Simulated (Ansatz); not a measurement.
```yaml
atoms:
  - { symbol: C, position_ang: [-0.3660, -0.0719, -1.1088] }
  - { symbol: C, position_ang: [-0.4225, 0.0987, 0.1975] }
  - { symbol: Te, position_ang: [0.5648, -0.6408, 1.8488] }
  - { symbol: H, position_ang: [-1.1387, 0.3590, -1.7603] }
  - { symbol: H, position_ang: [0.4429, -0.6253, -1.6091] }
  - { symbol: H, position_ang: [0.9194, 0.8803, 2.4319] }
```

Core potentials replace the inner electrons of Te.

The calculation used UKS PBE0/def2-SVP (Ansatz).

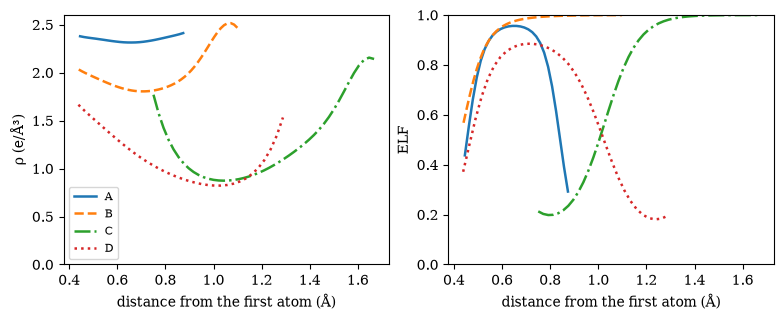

C₂H₃Te (doublet). Electron density and electron localisation function along straight lines between neighbouring atoms. The curves leave out the atomic cores.

Q: Which curve belongs to which contact (C–C, C–H, C–Te and Te–H)? The first atom named is at distance zero.

A: Curve A: C–C (1.32 Å): ρ at the midpoint is about 2.3 e/Å³; the ELF peaks at about 0.95 between the atoms: a short, multiple covalent bond. Curve B: C–H (1.10 Å): ρ is about 1.9 e/Å³ halfway; the ELF climbs to about 1 towards the hydrogen, as it does in any bond to H: a covalent bond by its length. Curve C: Te–H (1.67 Å): ρ is about 1.2 e/Å³ halfway; the ELF climbs to about 1 towards the hydrogen. Curve D: C–Te (2.06 Å): ρ at the midpoint is about 0.82 e/Å³; the ELF peaks at about 0.90 between the atoms; localised, covalent bonding.
